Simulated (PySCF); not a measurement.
**LiTe+: bond curves at several levels of theory**

What are the lowest state that PBE0 finds, the bond length, vibrational wavenumber and bond energy of LiTe+, and how much do these hang on the method?

Program: PySCF 2.14.0. Level of theory: Li cc-pVDZ, Te cc-pVDZ-PP with ECP28, scalar-relativistic core potentials. These are calculated values, not measurements.

### 1 Input

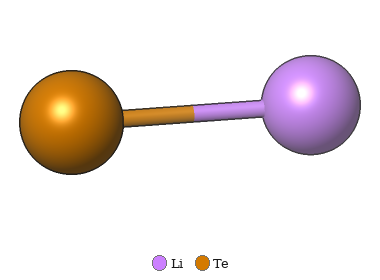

The two atoms at the starting distance (lithium purple, tellurium orange).

A driver script around PySCF takes these settings:

```yaml
atoms: Li, Te
charge: 1
basis: Li cc-pVDZ, Te cc-pVDZ-PP with ECP28
Hamiltonian: scalar-relativistic core potentials
basis_functions: 37
electrons_treated: 26
masses_in_u: 7.0160, 129.9062
levels: PBE0, PBE, r²SCAN, M06-2X, BLYP, revPBE, LC-ωPBE, HF, MP2, SCS-MP2, CCSD, CCSD(T)
grid: 80 radial by 434 angular points
occupations: held fixed by the projection of orbital angular momentum
dissociation_limit: Li+ + Te, each in its ground configuration
starting_distance_in_angstrom: 2.705
values_of_2S_to_try: 0, 2
```

Launch:

```sh
> OMP_NUM_THREADS=1 python dia.py task.json out
```

After this run come: First curve: PBE0; Higher solutions at PBE0; PBE; r²SCAN (meta-GGA); M06-2X; BLYP (GGA); revPBE (GGA); LC-ωPBE; UHF (mean field); Adding correlation.

Before running it: what results should come out? Wanted: for each run, Re; ωe; De; μ.

**Answer**, as computed:

Lowest PBE0 solution found, without spin–orbit coupling: ³Σ⁻ (triplet), unpaired electrons π ↑↑. State 2 has its PBE0 minimum 0.37 eV higher, as a spin-mixed determinant (⟨S²⟩ = 1.01), so this is no gap between pure states. State 3 has its PBE0 minimum 0.82 eV higher. State 4 has its PBE0 minimum 1.16 eV higher, as a spin-mixed determinant (⟨S²⟩ = 1.01), so this is no gap between pure states. The other levels ran on the lowest alone.

```
      level  Re (Å)  ωe (cm⁻¹)  De (eV)  μ (D)
        UHF   2.835      293.0     0.96  -9.86
    UHF-MP2   2.828      298.9     1.02    n/a
UHF-SCS-MP2   2.832      298.1     1.02    n/a
   UHF-CCSD   2.830        301     1.05    n/a
UHF-CCSD(T)   2.830        301     1.06    n/a
        PBE   2.805      297.3     1.08  -9.27
     revPBE   2.825      291.4     1.06  -9.36
       BLYP   2.815      293.3     1.09  -9.29
     r²SCAN   2.823      290.0     0.96  -9.62
       PBE0   2.794        302     1.05  -9.37
     M06-2X   2.790        302     1.03  -9.47
    LC-ωPBE   2.774        311     1.02  -9.43
```

De is counted to Li+ + Te in their ground configurations. A positive dipole points from Li to Te; in an ion it is taken about the centre of mass and does not tell which atom is negative.

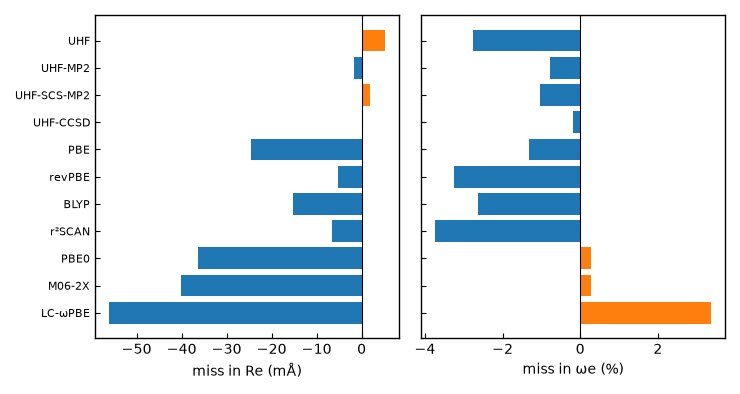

Differences in bond length and wavenumber from CCSD(T) in the same basis.

Against CCSD(T) in the same basis, the bond length is nearest at UHF-CCSD (0 mÅ) and farthest at LC-ωPBE (-56 mÅ); the wavenumber is nearest at UHF-CCSD (-0.2 %) and farthest at r²SCAN (-3.7 %). CCSD(T) in a basis this small is itself some way from its limit, more so than the functionals. Among the levels with a De in the table, it runs from 0.96 eV (UHF) to 1.09 eV (BLYP).

Correlated steps freeze 4 core orbitals. These are scalar-relativistic numbers at best; spin–orbit coupling would shift them, the dissociation energy most. With spin–orbit coupling the term label itself may not hold.
